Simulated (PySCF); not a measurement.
**Geometry relaxation, with input and output: CH$_{6}$F$_{2}$Ge$_{2}$O**

CH$_{6}$F$_{2}$Ge$_{2}$O, SMILES [CH3][Ge]([F])([F])[O][GeH3], computed with PBE0-D3(BJ)/def2-SVP geometry optimisation, gas phase (PySCF 2.14.0).

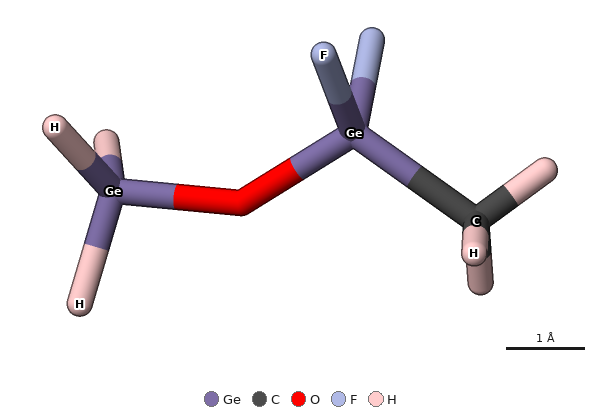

**Figure 1.** The starting structure (stick view, seen at a tilt). Sticks mark near contacts.

## The input
```
{"job": {"xc": "PBE0", "basis": "def2-SVP", "d3": "d3bj", "grid": 2, "kind": "geom", "shake": 0.01}, "charge": 0, "multiplicity": 1}
Ge     0.831913    -0.235729     0.279038
C      1.894368    -0.499627    -1.334264
O     -0.843836     0.162649    -0.030864
Ge    -2.327931     0.610132     0.714105
F      0.854672    -1.575936     1.350853
F      1.461464     1.024527     1.316767
H      1.651511     0.238584    -2.087029
H      1.734094    -1.487326    -1.725013
H      2.946912    -0.389255    -1.050436
H     -3.250154     0.598567    -0.481486
H     -2.203188     1.965712     1.331956
H     -2.711334    -0.439883     1.733375
```

The first line tells a small driver script what to run in PySCF; the rest is the geometry in Å.

Launch command:
```bash
OMP_NUM_THREADS=1 python <driver script> task.json out
```

## What the program printed
```
step   0  E = -4469.14971257  max force = 0.046297
step   1  E = -4469.15482403  max force = 0.031554
step   2  E = -4469.15637456  max force = 0.005766
step   3  E = -4469.15655627  max force = 0.001865
step   4  E = -4469.15664558  max force = 0.002396
step   5  E = -4469.15670598  max force = 0.002268
step   6  E = -4469.15675802  max force = 0.001484
step   7  E = -4469.15680460  max force = 0.001285
step   8  E = -4469.15686557  max force = 0.004040
step   9  E = -4469.15693068  max force = 0.002874
step  10  E = -4469.15705062  max force = 0.001281
step  11  E = -4469.15708151  max force = 0.000335
step  12  E = -4469.15708938  max force = 0.000203
optimisation converged
```

## Trajectory as extended XYZ (Å, eV, eV/Å), 13 frames, from step=0 to step=12
```
12
Properties=species:S:1:pos:R:3:forces:R:3 step=0 energy=-121611.75801
Ge    0.8319   -0.2357    0.2790   -0.2588   0.8590  -0.2111
C     1.8944   -0.4996   -1.3343    0.0265   0.4526   1.2328
O    -0.8438    0.1626   -0.0309    2.3807  -0.6546  -0.8625
Ge   -2.3279    0.6101    0.7141   -1.1390  -0.0609   0.3067
F     0.8547   -1.5759    1.3509    0.0453  -0.4075   0.0905
F     1.4615    1.0245    1.3168   -0.1023  -0.3231  -0.4484
H     1.6515    0.2386   -2.0870   -0.2458   0.4253  -0.3071
H     1.7341   -1.4873   -1.7250   -0.1902  -0.8158  -0.2735
H     2.9469   -0.3893   -1.0504    0.1195  -0.0076   0.0079
H    -3.2502    0.5986   -0.4815   -0.5299   0.0861  -0.2582
H    -2.2032    1.9657    1.3320    0.0514   0.7483   0.3568
H    -2.7113   -0.4399    1.7334   -0.1574  -0.3017   0.3660
12
Properties=species:S:1:pos:R:3:forces:R:3 step=1 energy=-121611.89710
Ge    0.7922   -0.2087    0.2566    0.7012  -0.8885   0.1238
C     1.9729   -0.5039   -1.2135    0.0517  -0.0252  -0.1799
O    -0.8085    0.1432   -0.2001   -1.6226   0.3882   0.0193
Ge   -2.3622    0.6018    0.6383    0.4843  -0.1622  -0.2759
F     0.7756   -1.5995    1.3090   -0.0094   0.3066  -0.1337
F     1.3529    1.0708    1.2478    0.1913   0.4208   0.4283
H     1.7595    0.2283   -2.0054   -0.0003  -0.0279   0.0205
H     1.8320   -1.5195   -1.6098   -0.0268   0.0312   0.0172
H     3.0138   -0.3890   -0.8854    0.0185   0.0111   0.0422
H    -3.4011    0.6279   -0.5034    0.1164  -0.0042   0.1324
H    -2.1893    1.9940    1.2861    0.0241  -0.1412  -0.0792
H    -2.6993   -0.4730    1.6967    0.0716   0.0914  -0.1151
12
Properties=species:S:1:pos:R:3:forces:R:3 step=2 energy=-121611.93929
Ge    0.7875   -0.2061    0.2515   -0.0095  -0.0445   0.0780
C     1.9783   -0.5063   -1.2176   -0.0146   0.0318  -0.0433
O    -0.8440    0.1507   -0.2184   -0.1005   0.0349   0.0106
Ge   -2.3640    0.5977    0.6349    0.2965  -0.0749  -0.0793
F     0.7603   -1.5809    1.3085   -0.0188   0.1012  -0.0259
F     1.3480    1.0811    1.2691   -0.0447  -0.0597  -0.0195
H     1.7720    0.2246   -2.0111   -0.0028  -0.0024   0.0052
H     1.8327   -1.5212   -1.6114   -0.0238  -0.0002   0.0158
H     3.0170   -0.3942   -0.8787   -0.0138   0.0041   0.0266
H    -3.4190    0.6305   -0.4766   -0.0314   0.0033  -0.0025
H    -2.1651    1.9769    1.2807   -0.0158   0.0199   0.0107
H    -2.6651   -0.4804    1.6861   -0.0209  -0.0136   0.0236
12
Properties=species:S:1:pos:R:3:forces:R:3 step=3 energy=-121611.94424
Ge    0.7796   -0.2059    0.2446    0.0167   0.0319   0.0496
C     1.9767   -0.5038   -1.2170    0.0000   0.0180  -0.0183
O    -0.8473    0.1496   -0.2376    0.0153  -0.0026  -0.0959
Ge   -2.3476    0.5928    0.6322    0.0587  -0.0143   0.0303
F     0.7396   -1.5713    1.3070   -0.0097  -0.0025   0.0259
F     1.3258    1.0809    1.2693   -0.0281  -0.0359  -0.0182
H     1.7754    0.2271   -2.0115   -0.0012   0.0009   0.0040
H     1.8297   -1.5192   -1.6088   -0.0032  -0.0025   0.0019
H     3.0117   -0.3919   -0.8670   -0.0027  -0.0056  -0.0005
H    -3.4231    0.6275   -0.4601   -0.0228   0.0015  -0.0037
H    -2.1446    1.9721    1.2778   -0.0109   0.0165   0.0094
H    -2.6374   -0.4853    1.6882   -0.0121  -0.0054   0.0153
12
Properties=species:S:1:pos:R:3:forces:R:3 step=4 energy=-121611.94667
Ge    0.7708   -0.2077    0.2361    0.0138   0.0242   0.0173
C     1.9800   -0.5008   -1.2166   -0.0026  -0.0003   0.0155
O    -0.8517    0.1469   -0.2631    0.0565  -0.0172  -0.1232
Ge   -2.3339    0.5894    0.6314   -0.0838   0.0241   0.0876
F     0.7158   -1.5675    1.3037    0.0008  -0.0315   0.0217
F     1.2981    1.0779    1.2695   -0.0029   0.0034   0.0012
H     1.7846    0.2320   -2.0105   -0.0024   0.0048   0.0017
H     1.8342   -1.5156   -1.6104    0.0054  -0.0007  -0.0064
H     3.0115   -0.3906   -0.8564    0.0047  -0.0065  -0.0103
H    -3.4361    0.6207   -0.4363    0.0046  -0.0030  -0.0003
H    -2.1275    1.9722    1.2714    0.0007  -0.0010  -0.0034
H    -2.6073   -0.4843    1.6982    0.0053   0.0036  -0.0013
12
Properties=species:S:1:pos:R:3:forces:R:3 step=5 energy=-121611.94831
Ge    0.7604   -0.2117    0.2273   -0.0059   0.0031   0.0030
C     1.9839   -0.4965   -1.2145    0.0033  -0.0122   0.0249
O    -0.8577    0.1427   -0.2908    0.0532  -0.0147  -0.0895
Ge   -2.3232    0.5879    0.6321   -0.1166   0.0345   0.0855
F     0.6915   -1.5718    1.2946    0.0080  -0.0283   0.0039
F     1.2682    1.0713    1.2725    0.0099   0.0220   0.0128
H     1.7947    0.2413   -2.0052   -0.0003   0.0049  -0.0009
H     1.8413   -1.5090   -1.6155    0.0057   0.0024  -0.0092
H     3.0124   -0.3892   -0.8450    0.0058  -0.0034  -0.0114
H    -3.4505    0.6058   -0.4099    0.0158  -0.0056  -0.0014
H    -2.1114    1.9778    1.2558    0.0071  -0.0081  -0.0100
H    -2.5710   -0.4761    1.7153    0.0140   0.0054  -0.0076
12
Properties=species:S:1:pos:R:3:forces:R:3 step=6 energy=-121611.94973
Ge    0.7463   -0.2206    0.2178   -0.0199  -0.0196  -0.0133
C     1.9889   -0.4888   -1.2109    0.0067  -0.0136   0.0208
O    -0.8668    0.1350   -0.3209    0.0268   0.0001  -0.0124
Ge   -2.3139    0.5892    0.6345   -0.0763   0.0241   0.0363
F     0.6647   -1.5893    1.2746    0.0114  -0.0117  -0.0153
F     1.2321    1.0550    1.2828    0.0108   0.0216   0.0167
H     1.8074    0.2593   -1.9938    0.0028   0.0032  -0.0026
H     1.8513   -1.4959   -1.6272    0.0006   0.0040  -0.0070
H     3.0139   -0.3868   -0.8304    0.0027   0.0011  -0.0045
H    -3.4681    0.5748   -0.3775    0.0143  -0.0061  -0.0006
H    -2.0966    1.9940    1.2213    0.0061  -0.0080  -0.0113
H    -2.5207   -0.4534    1.7465    0.0140   0.0049  -0.0067
12
Properties=species:S:1:pos:R:3:forces:R:3 step=7 energy=-121611.95099
Ge    0.7325   -0.2356    0.2103   -0.0241  -0.0345  -0.0242
C     1.9937   -0.4775   -1.2070    0.0067  -0.0049   0.0041
O    -0.8763    0.1243   -0.3427   -0.0062   0.0215   0.0661
Ge   -2.3079    0.5944    0.6374    0.0012   0.0001  -0.0307
F     0.6440   -1.6228    1.2432    0.0097   0.0071  -0.0243
F     1.1987    1.0247    1.3029    0.0021   0.0080   0.0137
H     1.8202    0.2859   -1.9771    0.0056   0.0003  -0.0021
H     1.8614   -1.4757   -1.6458   -0.0047   0.0035  -0.0016
H     3.0152   -0.3830   -0.8152   -0.0017   0.0029   0.0049
H    -3.4850    0.5273   -0.3448    0.0037  -0.0051   0.0019
H    -2.0920    2.0217    1.1658    0.0003  -0.0021  -0.0080
H    -2.4660   -0.4112    1.7898    0.0073   0.0031   0.0002
12
Properties=species:S:1:pos:R:3:forces:R:3 step=8 energy=-121611.95265
Ge    0.7006   -0.2809    0.1940   -0.0222  -0.0618  -0.0469
C     2.0038   -0.4457   -1.1966    0.0047   0.0216  -0.0335
O    -0.8986    0.0946   -0.3822   -0.0590   0.0702   0.2078
Ge   -2.2943    0.6124    0.6428    0.1534  -0.0630  -0.1635
F     0.6035   -1.7213    1.1519    0.0012   0.0374  -0.0144
F     1.1208    0.9291    1.3630   -0.0169  -0.0145  -0.0129
H     1.8493    0.3596   -1.9276    0.0094  -0.0048   0.0014
H     1.8852   -1.4166   -1.6965   -0.0138  -0.0002   0.0107
H     3.0159   -0.3731   -0.7769   -0.0103   0.0019   0.0236
H    -3.5192    0.3943   -0.2533   -0.0232  -0.0014   0.0101
H    -2.1034    2.0935    1.0007   -0.0109   0.0133   0.0008
H    -2.3248   -0.2735    1.8976   -0.0123   0.0014   0.0169
12
Properties=species:S:1:pos:R:3:forces:R:3 step=9 energy=-121611.95443
Ge    0.7087   -0.2804    0.1993   -0.0121  -0.0396  -0.0221
C     2.0027   -0.4483   -1.1993    0.0002   0.0185  -0.0294
O    -0.8935    0.0973   -0.3632   -0.0589   0.0559   0.1478
Ge   -2.3009    0.6136    0.6412    0.1360  -0.0534  -0.1251
F     0.6184   -1.7196    1.1590   -0.0012   0.0321  -0.0123
F     1.1411    0.9313    1.3619   -0.0158  -0.0175  -0.0093
H     1.8460    0.3550   -1.9319    0.0065  -0.0040   0.0025
H     1.8809   -1.4207   -1.6954   -0.0086  -0.0015   0.0073
H     3.0162   -0.3750   -0.7832   -0.0081  -0.0012   0.0182
H    -3.5148    0.4009   -0.2713   -0.0184  -0.0021   0.0067
H    -2.1130    2.0935    1.0064   -0.0097   0.0121   0.0002
H    -2.3532   -0.2750    1.8935   -0.0097   0.0008   0.0154
12
Properties=species:S:1:pos:R:3:forces:R:3 step=10 energy=-121611.95769
Ge    0.7082   -0.3083    0.2014    0.0178   0.0024   0.0126
C     2.0050   -0.4355   -1.1990   -0.0100   0.0134  -0.0168
O    -0.8941    0.0863   -0.3409   -0.0269   0.0237   0.0279
Ge   -2.3028    0.6277    0.6373    0.0659  -0.0325  -0.0408
F     0.6255   -1.7734    1.1198   -0.0078   0.0035   0.0037
F     1.1398    0.8729    1.3957   -0.0100  -0.0113  -0.0140
H     1.8572    0.3896   -1.9086    0.0000  -0.0006   0.0055
H     1.8827   -1.3928   -1.7233    0.0005  -0.0035   0.0029
H     3.0148   -0.3777   -0.7713   -0.0021  -0.0075   0.0059
H    -3.5211    0.3319   -0.2462   -0.0130  -0.0014   0.0027
H    -2.1476    2.1319    0.9073   -0.0062   0.0104   0.0002
H    -2.3290   -0.1800    1.9447   -0.0081   0.0035   0.0104
12
Properties=species:S:1:pos:R:3:forces:R:3 step=11 energy=-121611.95853
Ge    0.7032   -0.3273    0.1994    0.0141   0.0028   0.0172
C     2.0070   -0.4264   -1.1963   -0.0056   0.0040  -0.0059
O    -0.8969    0.0775   -0.3404   -0.0022   0.0075  -0.0109
Ge   -2.2976    0.6363    0.6347    0.0078  -0.0120  -0.0015
F     0.6175   -1.8088    1.0905   -0.0055  -0.0033   0.0028
F     1.1253    0.8334    1.4166   -0.0015   0.0009  -0.0089
H     1.8668    0.4149   -1.8880   -0.0012   0.0010   0.0047
H     1.8856   -1.3719   -1.7419    0.0013  -0.0014   0.0002
H     3.0134   -0.3817   -0.7591    0.0010  -0.0065  -0.0014
H    -3.5277    0.2823   -0.2114   -0.0042  -0.0010   0.0017
H    -2.1655    2.1540    0.8339   -0.0009   0.0044  -0.0014
H    -2.2927   -0.1098    1.9789   -0.0032   0.0035   0.0035
12
Properties=species:S:1:pos:R:3:forces:R:3 step=12 energy=-121611.95874
Ge    0.7005   -0.3359    0.1987    0.0042  -0.0030   0.0098
C     2.0078   -0.4232   -1.1945   -0.0007  -0.0011   0.0004
O    -0.8979    0.0739   -0.3429    0.0033   0.0041  -0.0104
Ge   -2.2943    0.6407    0.6333   -0.0080  -0.0032   0.0050
F     0.6105   -1.8248    1.0771   -0.0017   0.0004   0.0018
F     1.1179    0.8159    1.4257    0.0016   0.0040  -0.0043
H     1.8718    0.4268   -1.8763   -0.0004   0.0011   0.0025
H     1.8855   -1.3621   -1.7511   -0.0010   0.0001  -0.0014
H     3.0131   -0.3869   -0.7538    0.0011  -0.0040  -0.0028
H    -3.5307    0.2582   -0.1913    0.0003  -0.0010   0.0009
H    -2.1739    2.1639    0.7973    0.0011   0.0006  -0.0019
H    -2.2718   -0.0739    1.9945    0.0001   0.0020   0.0004
```

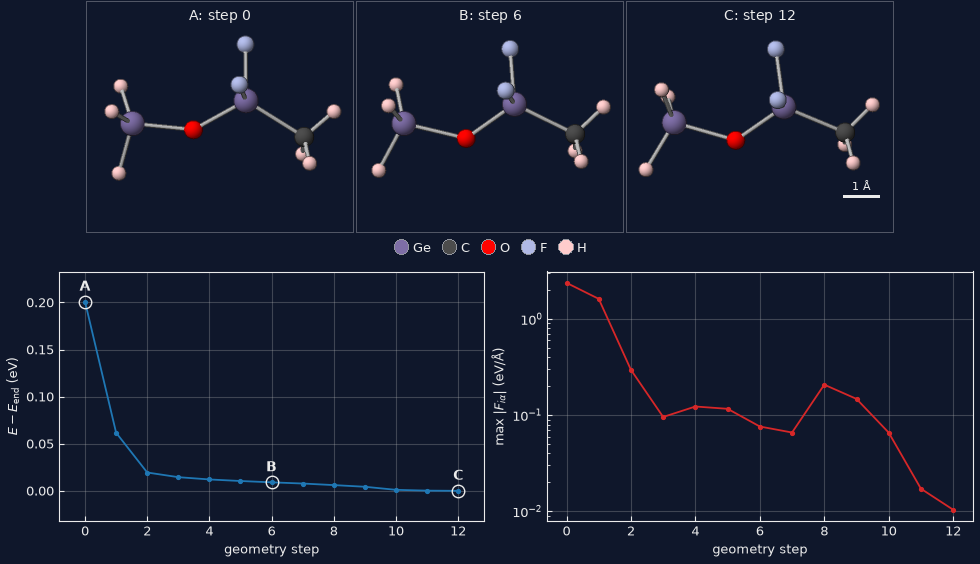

**Figure 2.** Frames of the relaxation (ball-and-stick view, seen at a tilt) above the curves, on which the letters mark them (steps are counted from 0).

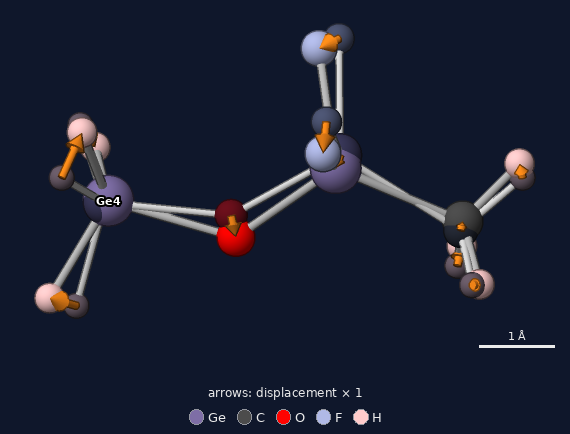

**Figure 3.** Start (faint) and end (solid) with the displacements as orange arrows, at true length (ball-and-stick view, seen at a tilt). The two geometries are laid on each other by the best rigid fit. The energy falls by 0.201 eV in 12 geometry steps. The largest force component goes from 2.4 to 0.01 eV/Å. H12 moves most after the best rigid fit: 0.70 Å. Largest moves by element: H 0.70 Å, F 0.45 Å, O 0.30 Å, Ge 0.19 Å, C 0.13 Å. Among the contacts that change: O3–Ge4 1.720 → 1.796 Å, Ge4–H11 1.495 → 1.537 Å, Ge1–C2 1.950 → 1.912 Å, Ge4–H12 1.513 → 1.538 Å. Among the angles that change: Ge1–O3–Ge4 144.0° → 128.4°, O3–Ge4–H10 100.5° → 104.8°, C2–Ge1–F5 113.8° → 111.5°. (Atoms are counted from 1 in the order of the input.)

## Summary

```json
{"quantity": "outcome", "value": "converged"}
{"quantity": "total energy", "value": "−4469.157089 hartree"}
{"quantity": "dipole moment", "value": "2.14 D"}
{"quantity": "point group", "value": "C1"}
{"quantity": "hardware", "value": "1 CPU thread, shared host"}
{"quantity": "wall time", "value": "3.5 min"}
{"quantity": "peak memory", "value": "0.73 GiB"}
```
